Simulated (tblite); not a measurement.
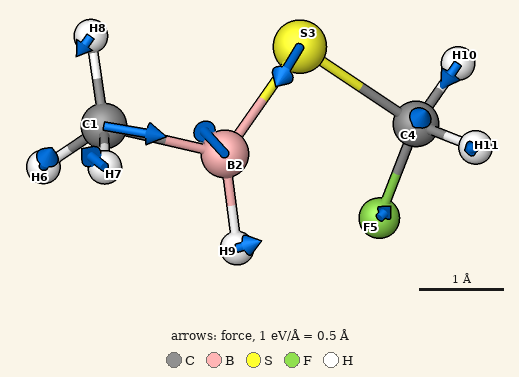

Starting geometry of C$_{2}$H$_{6}$BFS with the computed forces as blue arrows. A ball-and-stick model, seen at a tilt.

These are results of tblite, GFN2-xTB geometry optimisation, gas phase, not measurements. 

What follows when this structure is relaxed?

It isn't relaxed: the largest force vector, on B2, is 2.03 eV/Å. The final displacements follow the starting forces only in part (cosine between the two patterns 0.46). Over 62 geometry steps the energy falls by 45.9 kJ/mol. The atom that moves furthest after the best rigid fit is H9 (0.32 Å). By element the largest moves are H 0.32 Å, F 0.22 Å, B 0.16 Å, S 0.09 Å, C 0.08 Å. Near-neighbour distances that change, for instance: B2–S3 1.890 → 1.771 Å, C1–B2 1.611 → 1.571 Å, C1–H7 1.120 → 1.089 Å, C1–H6 1.108 → 1.091 Å. Among the angles between lasting bonds that change: C1–B2–H9 113.9° → 122.2°, B2–C1–H7 104.1° → 111.7°, F5–C4–H10 115.0° → 108.1°. The run took 0.23 s on 1 thread of Arm Neoverse V1, with other jobs on the host.
